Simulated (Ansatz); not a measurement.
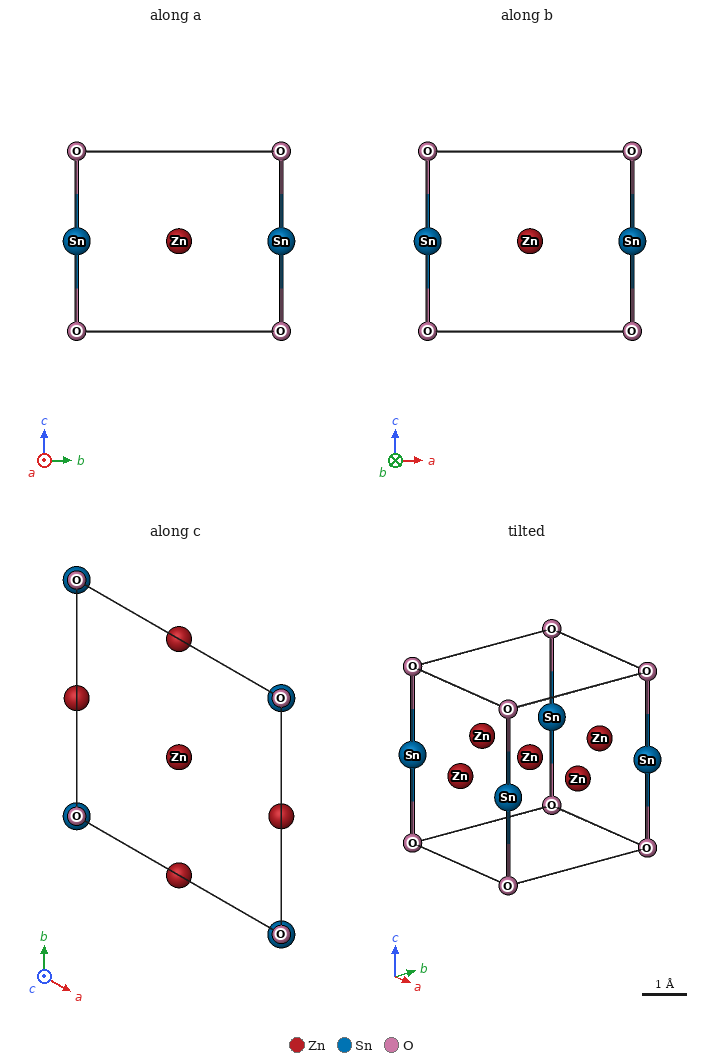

The figure gives a ball-and-stick picture of the atoms, viewed along the a axis, along the b axis, along the c axis and slightly off an axis. The edges of the conventional unit cell are marked.

Lattice parameters: a = 5.489 Å, b = 5.489 Å, c = 4.182 Å, α = 90.00°, β = 90.00°, γ = 120.00°. Put a along x and b in the xy plane.

**Record the structure as a POSCAR file.**

```
Zn Sn O
1.0
     5.489    0.000    0.000
    -2.745    4.754    0.000
     0.000    0.000    4.182
Zn Sn O
3 1 1
Direct
  0.5000 0.0000 0.5000
  0.0000 0.5000 0.5000
  0.5000 0.5000 0.5000
  0.0000 0.0000 0.5000
  0.0000 0.0000 0.0000
```

The structure was taken from a random cell made by a generator, so it need not be a real form of the compound. Earlier steps of the study may have refined or changed the cell and positions. A calculation with Ansatz used it as input.
